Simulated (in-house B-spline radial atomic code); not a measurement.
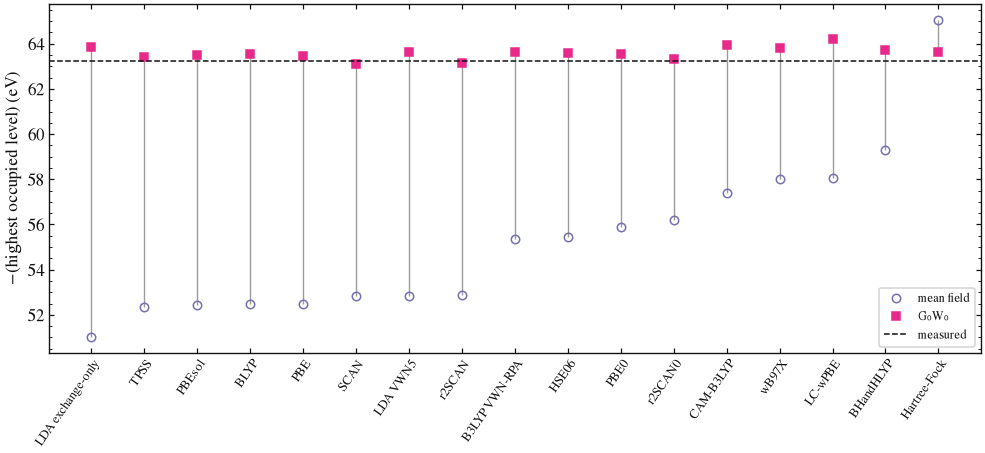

Binding energy of the highest level (3d) of an atom or ion with the configuration [Ar] 3d¹⁰, on 17 mean-field starts and after G₀W₀. All-electron spherical atom, scalar X2C, no spin-orbit coupling, Breit or QED terms; computed with a B-spline radial code.

> Which atom or ion is it?

Ga³⁺ (gallium, Z = 31). The mean-field values spread from 51.03 eV (LDA exchange-only) to 65.04 eV (Hartree-Fock); after G₀W₀ they lie between 63.10 eV (SCAN) and 64.22 eV (LC-wPBE), so the spread shrinks from 14.02 to 1.12 eV. The measured removal energy is 63.24 eV; the nearest G₀W₀ value is that on r2SCAN (63.15 eV).

Note: spin-orbit splitting, Breit and QED terms, absent here, matter against the tabulated value.
